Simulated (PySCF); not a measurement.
Sn(F)(Br)(NH2)2, H₄BrFN₂Sn, SMILES [NH2][Sn]([NH2])([F])[Br] at its PBE0/def2-SVP optimised geometry (Å):

```
9

N     -1.5583    -1.6866     1.6983
Sn    -0.8255    -0.8939     0.0000
N      1.1848    -0.8939     0.0000
F     -1.5757     0.8939     0.0000
Br    -1.5470    -1.9285    -2.1422
H     -1.4414    -2.6978     1.7455
H     -2.5482    -1.4761     1.8193
H      1.5757    -0.2281     0.6654
H      1.5714    -0.6957    -0.9212
```

Computed with PBE0/def2-TZVP, def2 effective core potentials past Kr in PySCF 2.14.0. The core electrons that the potentials of Sn replace are not part of the density. Cells within 0.4 Å of a nucleus heavier than hydrogen are left out (blank, or x).

Map of the Laplacian of the electron density (e/bohr⁵) on the plane z = 1.5 Å:

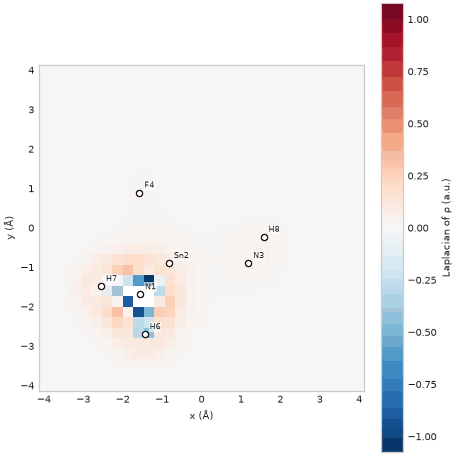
Fig. 1. Laplacian of the electron density (e/bohr⁵) on the plane z = 1.5 Å.
